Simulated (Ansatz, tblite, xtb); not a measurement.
Bond stretch in ClBe (cation, charge +1), lowest triplet found (which spin is the ground state isn't settled by this scan).

- GFN1-xTB (xtb)
- UCCSD(T) = CCSD(T) on UHF/cc-pVDZ, frozen core (Ansatz, a first-principles code)
- ROCCSD(T) = Ansatz with CCSD(T) on ROHF/cc-pVDZ, frozen core
- GFN2-xTB, 300 K electronic temperature (tblite)

Energies are in kcal/mol, each relative to the lowest point of its own curve between 1.71 and 2.47 Å, where full CI is lowest.

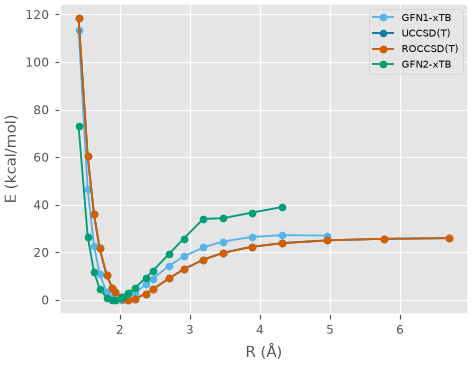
Figure. Energy against bond length for each method.

```json
[
 {"R / Å": "1.41", "GFN1-xTB": "113.6", "UCCSD(T)": "118.5", "ROCCSD(T)": "118.5", "GFN2-xTB": "73.0"},
 {"R / Å": "1.54", "GFN1-xTB": "46.5", "UCCSD(T)": "60.3", "ROCCSD(T)": "60.3", "GFN2-xTB": "26.6"},
 {"R / Å": "1.63", "GFN1-xTB": "22.8", "UCCSD(T)": "36.0", "ROCCSD(T)": "36.0", "GFN2-xTB": "11.7"},
 {"R / Å": "1.71", "GFN1-xTB": "10.9", "UCCSD(T)": "21.7", "ROCCSD(T)": "21.7", "GFN2-xTB": "4.7"},
 {"R / Å": "1.81", "GFN1-xTB": "3.3", "UCCSD(T)": "10.4", "ROCCSD(T)": "10.4", "GFN2-xTB": "0.8"},
 {"R / Å": "1.89", "GFN1-xTB": "0.7", "UCCSD(T)": "5.0", "ROCCSD(T)": "5.0", "GFN2-xTB": "0.0"},
 {"R / Å": "1.93", "GFN1-xTB": "0.1", "UCCSD(T)": "3.2", "ROCCSD(T)": "3.2", "GFN2-xTB": "0.1"},
 {"R / Å": "2.01", "GFN1-xTB": "0.0", "UCCSD(T)": "1.0", "ROCCSD(T)": "1.0", "GFN2-xTB": "0.8"},
 {"R / Å": "2.04", "GFN1-xTB": "0.2", "UCCSD(T)": "0.5", "ROCCSD(T)": "0.5", "GFN2-xTB": "1.3"},
 {"R / Å": "2.12", "GFN1-xTB": "1.2", "UCCSD(T)": "0.0", "ROCCSD(T)": "0.0", "GFN2-xTB": "2.8"},
 {"R / Å": "2.22", "GFN1-xTB": "3.0", "UCCSD(T)": "0.5", "ROCCSD(T)": "0.5", "GFN2-xTB": "5.1"},
 {"R / Å": "2.37", "GFN1-xTB": "6.4", "UCCSD(T)": "2.6", "ROCCSD(T)": "2.6", "GFN2-xTB": "9.2"},
 {"R / Å": "2.47", "GFN1-xTB": "8.9", "UCCSD(T)": "4.4", "ROCCSD(T)": "4.4", "GFN2-xTB": "12.2"},
 {"R / Å": "2.70", "GFN1-xTB": "14.2", "UCCSD(T)": "9.0", "ROCCSD(T)": "9.0", "GFN2-xTB": "19.3"},
 {"R / Å": "2.91", "GFN1-xTB": "18.2", "UCCSD(T)": "12.8", "ROCCSD(T)": "12.8", "GFN2-xTB": "25.7"},
 {"R / Å": "3.19", "GFN1-xTB": "22.0", "UCCSD(T)": "16.9", "ROCCSD(T)": "16.9", "GFN2-xTB": "34.0"},
 {"R / Å": "3.47", "GFN1-xTB": "24.5", "UCCSD(T)": "19.7", "ROCCSD(T)": "19.7", "GFN2-xTB": "34.3"},
 {"R / Å": "3.88", "GFN1-xTB": "26.4", "UCCSD(T)": "22.3", "ROCCSD(T)": "22.3", "GFN2-xTB": "36.6"},
 {"R / Å": "4.32", "GFN1-xTB": "27.2", "UCCSD(T)": "23.8", "ROCCSD(T)": "23.8", "GFN2-xTB": "39.0"},
 {"R / Å": "4.96", "GFN1-xTB": "27.0", "UCCSD(T)": "25.0", "ROCCSD(T)": "25.0", "GFN2-xTB": "—"},
 {"R / Å": "5.77", "GFN1-xTB": "—", "UCCSD(T)": "25.6", "ROCCSD(T)": "25.6", "GFN2-xTB": "—"},
 {"R / Å": "6.70", "GFN1-xTB": "—", "UCCSD(T)": "25.9", "ROCCSD(T)": "25.9", "GFN2-xTB": "—"}
]
```

A dash means that the run gave no value there, or that the column was ended at a point which the program doubted or which failed a test of continuity chosen for this set; such a test can also cut sound points.
